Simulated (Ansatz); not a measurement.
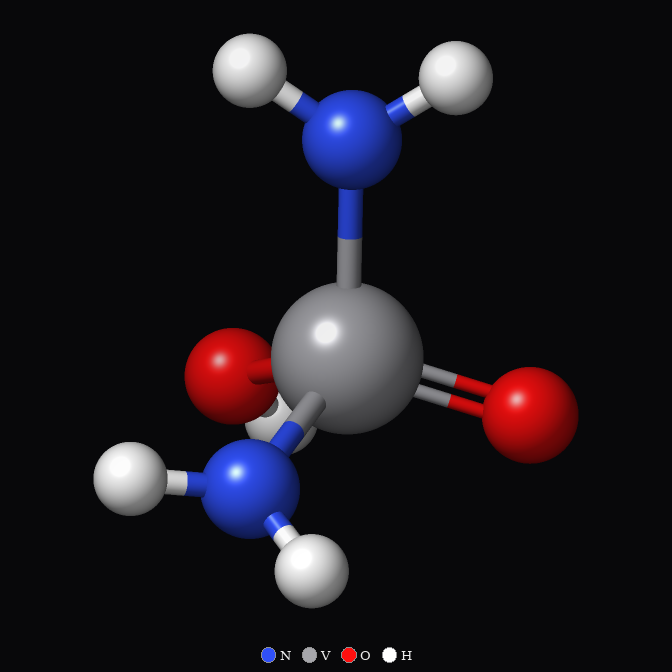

Multiple sticks mark multiple bonds (one Kekulé form).

Charge 0, singlet. The geometry was computed by an optimisation with PBE0-D4/def2-TZVP.

Description:

The molecule is H₅N₂O₂V. As SMILES it reads `[NH2][V]([NH2])(=[O])[OH]`. This geometry has Cs symmetry. Coordination: 2 N trigonal planar; 1 V tetrahedral; 1 O bent.

More results for the same structure follow; atom numbers are the same in all pictures, views and colours differ.

Shape

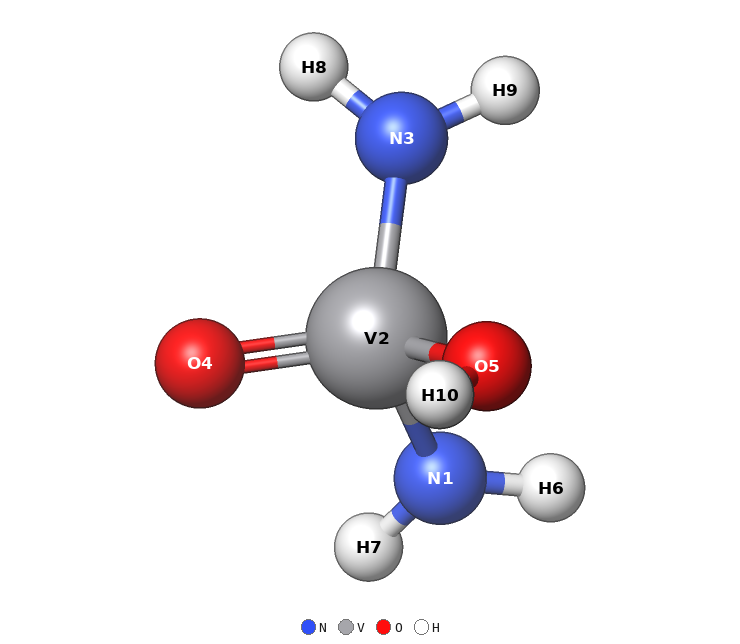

The atoms are numbered.

Which atoms are bonded, and how long are the bonds?

```
  bond  length (Å)
 N1–V2       1.832
 N1–H6       1.010
 N1–H7       1.008
 V2–N3       1.833
 V2–O4       1.554
 V2–O5       1.781
 N3–H8       1.008
 N3–H9       1.010
O5–H10       0.960
```

Vibrations

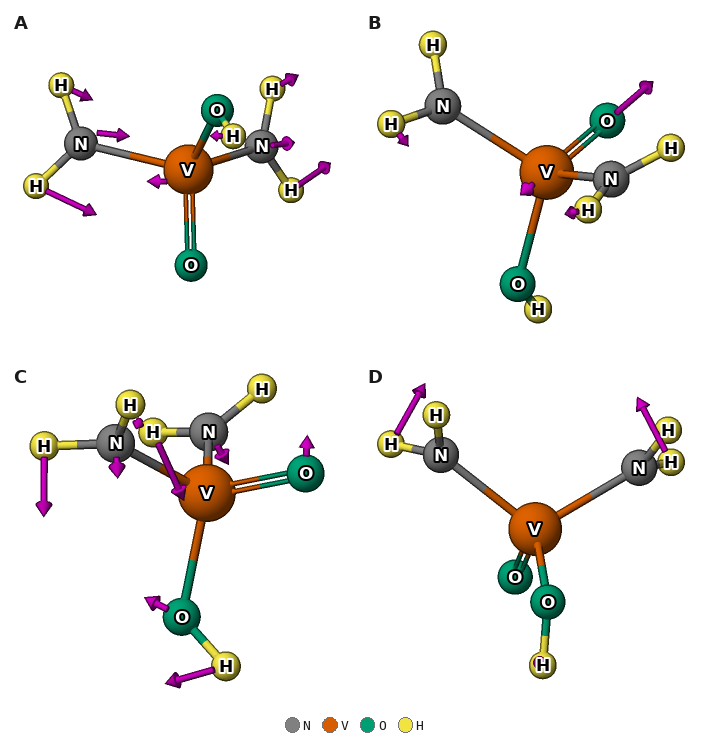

4 normal modes of one molecule or complex, as arrows. Harmonic vibrations computed with RKS PBE0-D4/def2-TZVP (Ansatz 0.2.0) at a stationary point of the same level.

Match the panels to the wavenumbers 210 cm⁻¹, 393 cm⁻¹, 762 cm⁻¹, 1150 cm⁻¹.

A: 762 cm⁻¹
B: 1150 cm⁻¹, V–O stretching
C: 210 cm⁻¹
D: 393 cm⁻¹, a torsion or out-of-plane motion in which bond lengths and bond angles hardly change

Charges

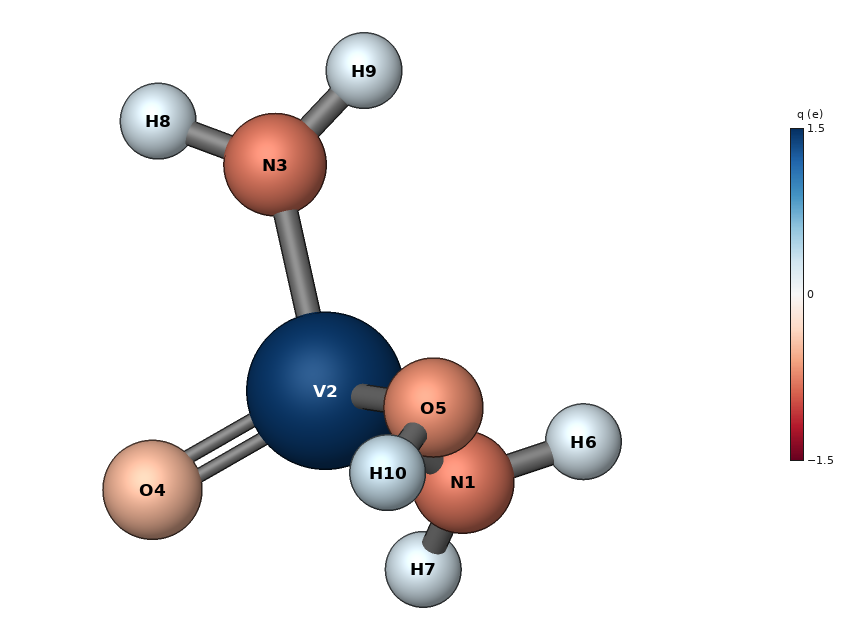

Atoms are coloured by their Mulliken charges. Level of theory: RKS PBE0-D4/def2-TZVP (Ansatz 0.2.0).

List the Mulliken charges.

| atom | value (e) |
| --- | --- |
| N1 | −0.79 |
| V2 | 1.45 |
| N3 | −0.79 |
| O4 | −0.49 |
| O5 | −0.70 |
| H6 | 0.24 |
| H7 | 0.25 |
| H8 | 0.25 |
| H9 | 0.24 |
| H10 | 0.33 |

Levels of theory compared

Program: Ansatz 0.2.0.

Compare HOMO energy (eV), HOMO–LUMO gap (eV), dipole (D) at these levels: B3LYP-D4/def2-TZVPP; PBE-D4/def2-TZVPP; r2SCAN-D4/def2-TZVPP; ωB97M-V/def2-TZVPP.

```
               level  HOMO energy (eV)  HOMO–LUMO gap (eV)  dipole (D)
 B3LYP-D4/def2-TZVPP             −6.90                4.94        1.81
   PBE-D4/def2-TZVPP             −5.76                3.17        1.75
r2SCAN-D4/def2-TZVPP             −6.05                3.48        1.79
  ωB97M-V/def2-TZVPP             −9.38                9.96        1.74
```

Mulliken values depend strongly on the basis set and can even reverse the polarity of a bond.
